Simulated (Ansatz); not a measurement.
# BrFHSbSi₂: what the fields show

```xyz
6

Br   -1.1818    0.6620   -1.6010
F    -2.1777   -2.2695   -2.0625
Sb    2.9452   -3.0652   -0.6629
Si   -1.3166   -1.4476   -0.9663
Si    0.8363   -2.3167   -0.8759
H    -2.0258   -1.5279    0.3340
```

Geometry: PBE0-D3(BJ)/def2-SVP; core potentials replace the inner electrons of Sb.

Level of theory: isolated molecule in a Gaussian basis; Kohn-Sham density functional theory, functional PBE0 in Ansatz.

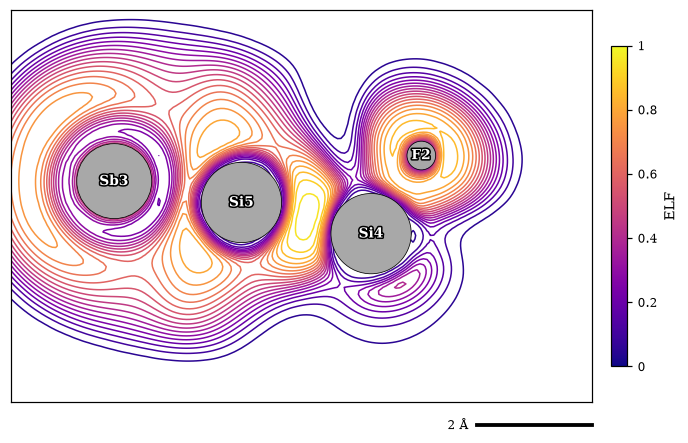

Figure 1. ELF on the plane of atoms F2, Si4 and Si5. Grey discs cover the atomic cores.

Read the bonding off the picture.

The plane passes through F, Sb and Si nuclei.
Si–F (1.62 Å): the ELF peaks at about 0.85 in the valence shell of F, 0.6 Å from its nucleus, and is about 0.55 at the midpoint.
Si–Sb (2.25 Å): the ELF peaks at about 0.70 in the valence shell of Si, 1.0 Å from its nucleus, and drops to about 0.20 between the two atoms.
Si–Si (2.32 Å): the ELF peaks at about 1 between the atoms: localised, covalent bonding.
The ELF also peaks beside F2 and Sb3, away from the bonds: lone-pair regions.

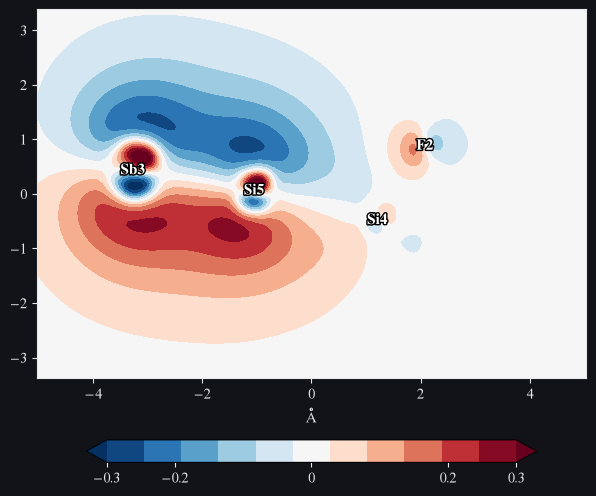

Figure 2. The HOMO−1 on the plane of atoms F2, Si4 and Si5 (values in Å⁻³ᐟ²; the overall sign is arbitrary).

Where does this orbital lie, and at what energy?

It lies mainly on Sb3 (about 55 %) and Si5 (about 40 %); π-bonding across Sb3–Si5. Its energy is −6.55 eV.

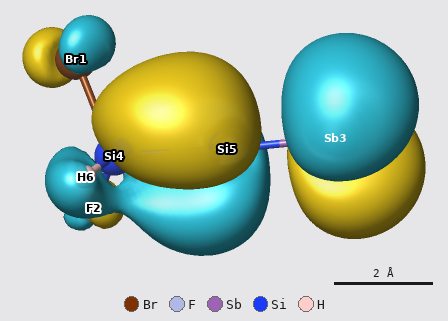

Figure 3. One frontier orbital at ±0.06 Å⁻³ᐟ² (yellow and cyan are the two phases), seen at a tilt.

Which orbital is it: HOMO or LUMO?

The LUMO, at −2.89 eV. It lies mainly on Sb3 (about 40 %), Si5 (about 35 %) and Si4 (about 15 %); π-antibonding (π*) across Sb3–Si5.
